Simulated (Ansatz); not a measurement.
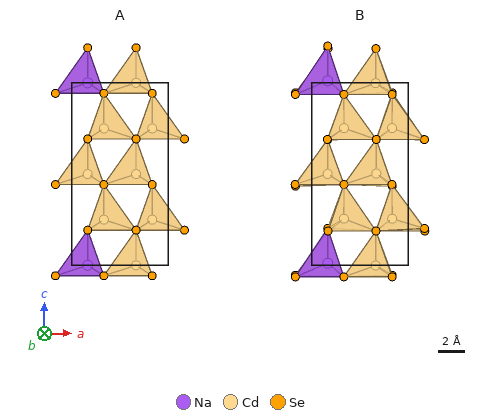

Two geometries of a defect cell of composition NaCd15Se16, drawn at one scale. One is the start of a relaxation, the other its converged end. A polyhedral model of the cell of the calculation, seen along the b axis.

Method: DFT, PBE, plane-wave PAW, default files, scalar-relativistic in Ansatz. (plane-wave cutoff 420 eV; k-point mesh 3 × 3 × 2; occupations fermi dirac; smearing width 0.01 eV; collinear spin; atoms relaxed in a fixed cell; force threshold 0.03 eV/Å; at most 40 steps)

Question: Which of the two is the end point?

Answer: Structure B is the relaxed one. The energy falls by 0.274 eV per cell of the calculation in 4 geometry steps. Largest force component: 0.55 eV/Å at the start, 0.023 eV/Å at the end. The largest move is that of the Na atom, 0.16 Å along +c. By element the largest moves are Na 0.16 Å, Se 0.13 Å, Cd 0.12 Å. The cell stays as it was. Near-neighbour distances that change, for instance: Cd–Se 2.703 → 2.596 Å, Na–Se 2.611 → 2.698 Å, Cd–Se 2.703 → 2.624 Å, Cd–Se 2.611 → 2.656 Å. Among the angles between lasting bonds that change: Na–Se–Cd 108.0° → 113.1°, Se–Na–Se 110.9° → 105.9°, Se–Na–Se 108.0° → 112.9°. The program noted that the starting moments weren't kept. The run took 24 min on 4 threads of Arm Neoverse V1, on a shared host, peak memory 7.7 GiB.
